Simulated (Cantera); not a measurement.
Feed: 1 mol MgO, 1.4 mol H₂S, 3.3 mol H₂O, equilibrated at 97.5 Torr.

These are equilibrium values from Cantera (NASA tables, ideal gas, pure condensed phases), not measurements of a reactor. Candidate condensed phases: H₂O, H₂SO₄, Mg, MgO, Mg(OH)₂, MgS, MgSO₄, S; 26 gas species. Gases not in the tables: S₃ to S₇. Equilibrium is a limit: real reactors are often held back by kinetics, nucleation or transport.

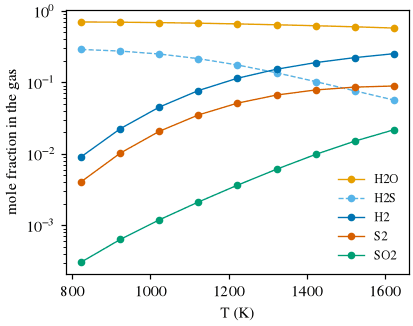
Figure: Equilibrium gas composition (values under 1e-9 drawn at 1e-9)

Q: Read off the mole fractions at 1023 K.

A: H₂O about 0.68, H₂S about 0.25, H₂ about 0.045, S₂ about 0.021, SO₂ about 0.0012.
